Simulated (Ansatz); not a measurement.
# Two runs on Si4

System: Si4, charge +1, multiplicity 2.
Method of run 1: UKS wB97M-V/def2-TZVPP (Ansatz 0.2.0).

The geometry comes from this level: PBE0-D4/def2-TZVPP. Text and figures count atoms from 1; the logs count them from 0 in places.

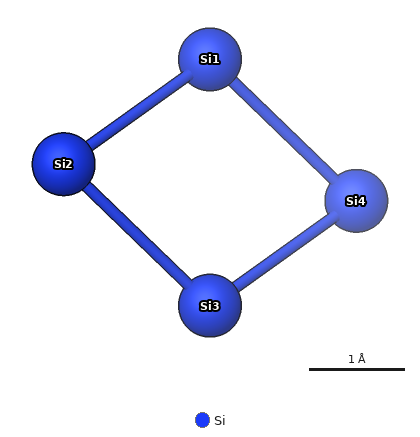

The structure as given in the input (ball-and-stick view, seen at a tilt; atoms are numbered from 1 in the order of the input).

### Input file, run 1
```yaml
crystal:
  periodic: [false, false, false]
  atoms:
    - { symbol: Si, position_ang: [0.5939636, 1.17453205, 0.07028307] }
    - { symbol: Si, position_ang: [-1.64600716, 0.8446744, -0.21004606] }
    - { symbol: Si, position_ang: [-0.59412678, -1.17494298, -0.07030086] }
    - { symbol: Si, position_ang: [1.64584034, -0.84509346, 0.21002384] }
magnetization:
  spin_polarized: true
  initial_magnetization: 1
total_charge: 1
basis:
  gaussian: { orbitals: def2-TZVPP }
hamiltonian:
  xc: { name: wB97M-V }
```

Command:
```bash
ansatz run input.yaml --threads 4 --pin off --max-ram 10240MiB --backend cpu --events-out ev --progress --plain --runs-dir out
```

Hardware: 4 threads of Intel Xeon @ 2.70GHz, 189 GiB of memory available, shared host.

### Output (run 1)
```
Engine: ansatz 0.2.0, x86_64-unknown-linux-gnu
Functional definition: wB97M-V
  parameter omega = 0.3/bohr
  parameter cx = 0.15
  parameter cx01 = 1.007
  parameter cx10 = 0.259
  parameter css00 = 0.443
  parameter css04 = -1.437
  parameter css10 = -4.535
  parameter css20 = -3.390
  parameter css43 = 4.278
  parameter cos00 = 1.000
  parameter cos10 = 1.358
  parameter cos20 = 2.924
  parameter cos21 = -8.812
  parameter cos60 = -1.390
  parameter cos61 = 9.142
  parameter b = 6.0
  parameter c = 0.01
  gx(w, u) = 1 - cx + cx01*u + cx10*w
  gss(w, u) = css00 + css04*u^4 + css10*w + css20*w^2 + css43*w^4*u^3
  gos(w, u) = cos00 + cos10*w + (cos20 + cos21*u)*w^2 + (cos60 + cos61*u)*w^6
  exchange = spin_sum(e_x_unif_sr(omega)*gx(b97_w, b97_u_x)) + cx*exact_x_sr(omega) + exact_x_lr(omega)
  correlation = spin_sum(e_c_pw_mod_same_spin*gss(b97_w, b97_u_same))
      + integral(e_c_pw_mod_opposite_spin*gos(b97_w_opposite, b97_u_opposite)) + vv10(b, c)
1164 factors; their error is unknown
208 factors; integrals over basis functions are off by at most 2.5e-5 eV
mean field evaluation 1: about -31496.5981 eV, gradient 1.9e1 eV
mean field evaluation 2: about -31497.6865 eV, gradient 1.5e1 eV
mean field evaluation 4: about -31498.6804 eV, gradient 3.5e-1 eV
mean field evaluation 8: about -31498.6982 eV, gradient 9.4e-3 eV
mean field evaluation 16: about -31498.6982 eV, gradient 3.3e-5 eV
mean field -31498.69820738 eV, -1157.5558085369 hartree, gradient 2.1e-5 eV, S^2 0.761164; 3 other end points of the search recorded, 0 dependent functions left out
reference -31498.69824643 eV, -1157.5558099718 hartree; 28, 27 occupied and 140, 141 virtual orbitals, 1164 factors
Total energy: -31498.69824643 eV, -1157.5558099718 hartree
```

Run 2 used a changed input.

### The two runs side by side

| quantity | run 1 | run 2 |
| --- | --- | --- |
| outcome | converged | converged |
| total energy (hartree) | −1157.555810 | −1157.160629 |
| ⟨S²⟩ | 0.761 | 0.777 |
| basis functions | 168 | 148 |
| wall time (shared host) | 18 s | 13 s |

Which change of the input explains these differences?

The change (lines with − go, lines with + come):
```diff
-  xc: { name: wB97M-V }
+  xc: { name: B2PLYP }
```

The total energies belong to different methods, so their difference says nothing on which is more stable or more accurate. The functional changes from wB97M-V to B2PLYP. The basis functions go from 168 to 148.

### Output (run 2)
```
Engine: ansatz 0.2.0, x86_64-unknown-linux-gnu
Functional definition: B2PLYP
  parameter a = 0.53
  parameter c = 0.27
  exchange = (1 - a)*b88_x + a*exact_x
  correlation = (1 - c)*lyp_c + c*(mp2_os + mp2_ss)
1018 factors; integrals over basis functions are off by at most 7.3e-4 eV
mean field evaluation 1: about -31480.5596 eV, gradient 2.2e1 eV
mean field evaluation 2: about -31481.0489 eV, gradient 2.2e1 eV
mean field evaluation 4: about -31483.8543 eV, gradient 1.1e0 eV
mean field evaluation 8: about -31483.8877 eV, gradient 4.0e-2 eV
mean field evaluation 16: about -31483.8877 eV, gradient 1.6e-4 eV
mean field evaluation 32: about -31483.8852 eV, gradient 1.3e-1 eV
mean field -31483.88772179 eV, -1157.0115332303 hartree, gradient 6.5e-6 eV, S^2 0.777172; 6 other end points of the search recorded, 0 dependent functions left out
20 core orbitals not correlated: weight in the atoms' cores, before any rotation towards them, 1.000 or more for the frozen orbitals, at most 0.000 for the correlated occupied ones
reference -31483.88785548 eV, -1157.0115381432 hartree; 8, 7 occupied and 140, 141 virtual orbitals, 1018 factors
second order -15.02584477 eV of doubles, -0.00000000 eV of singles
Total energy: -31487.94483357 eV, -1157.1606293380 hartree
```
